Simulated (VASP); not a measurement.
Band structure of FeNi3 (space group Pm-3m). All values below come from PBE GGA, VASP's PBE PAW potentials (set 64) (plane waves; VASP).

The run has a spin-polarised start.

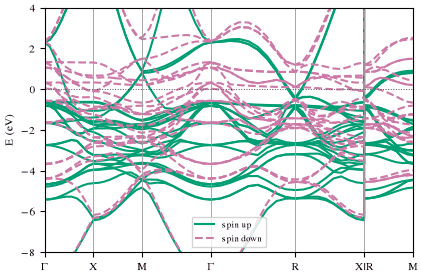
Fig. 1. Bands along high-symmetry lines, zero at the valence-band maximum or, without a gap, the Fermi level

Task: Read the plot: is there a gap, and where are the band edges?

Result: It has no gap at this level: it comes out as a metal or semimetal.

The structure comes from a computed database's FeNi3 entry; how it stands against other phases isn't given here. The cell was not relaxed at this level.
